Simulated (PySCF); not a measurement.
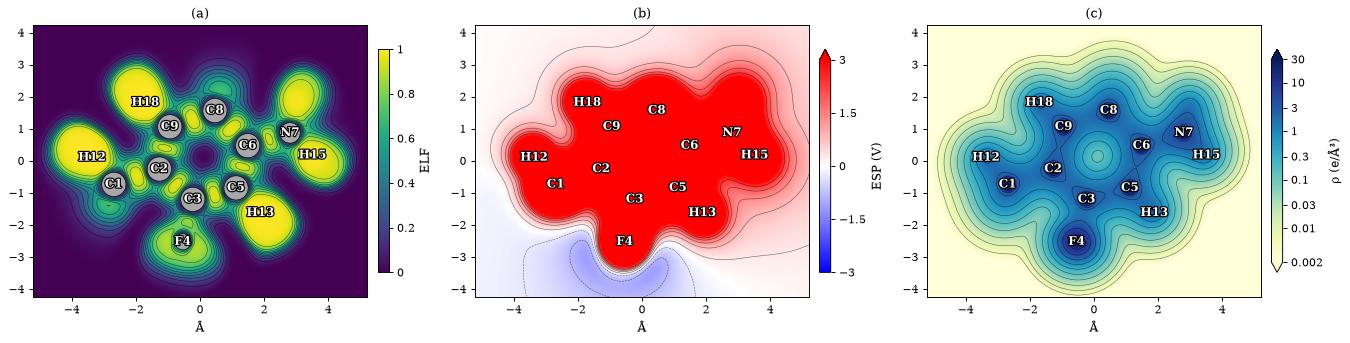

C7H9FN (SMILES CC1=C(F)C=C(N)C[CH]1) (doublet). (a) electron localisation function; (b) molecular electrostatic potential; (c) electron density on the plane of atoms C3, C2 and C9. Grey discs cover the atomic cores in the ELF map.

Geometry: GFN2-xTB.

Level of theory: UKS B3LYP, pcH-1 on C F H N, non-relativistic, mean-field spin-orbit, GIAO in PySCF.

```xyz
18

C     2.7287   -0.4885   -0.0426
C     1.2527   -0.2262   -0.0371
C     0.7583    0.8825    0.6779
F     1.6337    1.6813    1.3426
C    -0.6003    1.1973    0.7423
C    -1.5192    0.4217    0.0952
N    -2.8597    0.7398    0.0680
C    -1.1093   -0.7809   -0.6985
C     0.3669   -1.0185   -0.6927
H     3.2623    0.3804   -0.4252
H     3.0813   -0.6702    0.9721
H     2.9650   -1.3515   -0.6590
H    -0.9085    2.0634    1.3085
H    -3.5016   -0.0125   -0.1240
H    -3.1780    1.4029    0.7564
H    -1.6301   -1.6726   -0.3096
H    -1.4639   -0.6671   -1.7355
H     0.7130   -1.8750   -1.2505
```

> Describe what can be read from this map.

Atoms in the plane: C, F, N and H.
C–C (1.36 Å): ρ at the midpoint is about 2.2 e/Å³; the ELF peaks at about 0.95 between the atoms: a covalent bond.
C–F (1.36 Å): ρ is about 2.2 e/Å³ halfway, with its minimum of 1.7 e/Å³ about 0.5 Å from C; the ELF peaks at about 0.85 between the atoms: a shared but strongly polarised pair.
C–N (1.38 Å): ρ at the midpoint is about 2.2 e/Å³; the ELF peaks at about 0.90 between the atoms: localised, covalent bonding.
N–H (1.01 Å): ρ at the midpoint is about 2.9 e/Å³; the ELF climbs to about 1 towards the hydrogen, as it does in any bond to H; a covalent bond by its length.
C–C (1.41 Å): the density is about 2.1 e/Å³ at the midpoint; the ELF peaks at about 0.95 between the atoms: localised, covalent bonding.
The ELF also peaks beside F4, away from the bonds: non-bonding electrons, paired or unpaired.
Outside the dense part of the molecule the potential is most negative (−1.1 V) near F4.
